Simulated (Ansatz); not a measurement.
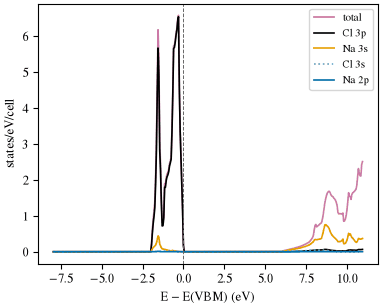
*Total and projected density of states of NaCl (rock salt, Fm-3m), r²SCAN in the plane-wave PAW code Ansatz*

Task: Which orbitals carry the states next to the gap?

Result: Top 1 eV of the valence band: Cl 3p 99 %. Bottom 1 eV of the conduction band: Na 3s 72 %, Cl 3s 21 %, Cl 3p 6 %. Projections are on Löwdin-orthogonalised atomic valence shells; empty p or d shells of many metals are not among them.

Task: Where is the tallest occupied peak in this window, and what makes it?

Result: Near -0.3 eV, about 6.6 states/eV per cell; the largest projected share is Cl 3p.

Symmetry was held in the r²SCAN relaxation.

Potentials: the later of the program's two PAW sets.
